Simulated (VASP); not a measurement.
Band structure of Rb (bcc). Calculation: optB86b-vdW, VASP's PBE PAW potentials (set 64) (plane waves; VASP).

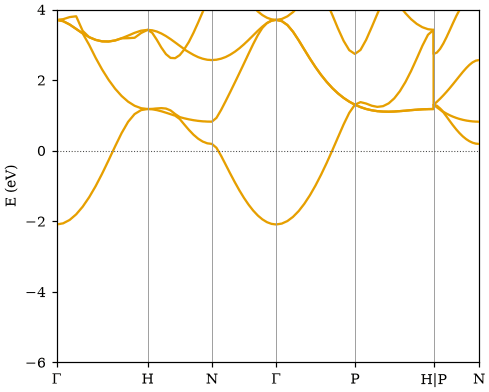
Fig. 1. Bands along high-symmetry lines, zero at the valence-band maximum or, without a gap, the Fermi level

**Question.** Read the plot: is there a gap, and where are the band edges?

**Answer.** It has no gap at this level: it comes out as a metal or semimetal. (Edges off the drawn lines would not show.)

The compound is Rb in the bcc structure. It was relaxed first, which changed the volume by -6 %.
